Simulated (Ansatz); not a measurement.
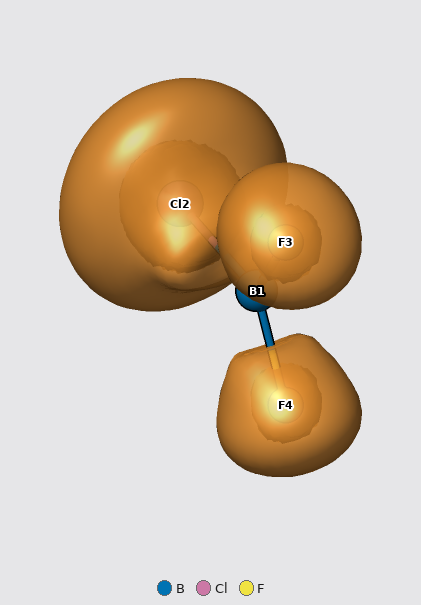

*BClF₂. Isosurface of the ELF at 0.75 (orange), seen at an oblique angle. Core shells and regions of very low density are left out.*

The calculation used RKS r2SCAN-D4/def2-SVP (Ansatz).

> Describe the localisation domains.

At this value the surface marks out one region on Cl in which the atom's valence shell and bonds are merged and two regions on F in which the atom's valence shell and bonds are merged.

Values along the shortest contacts:
B–F (1.31 Å): the ELF peaks at about 0.85 between the atoms; a polar covalent bond. B–Cl (1.75 Å): the ELF peaks at about 0.90 between the atoms (a polar covalent bond).
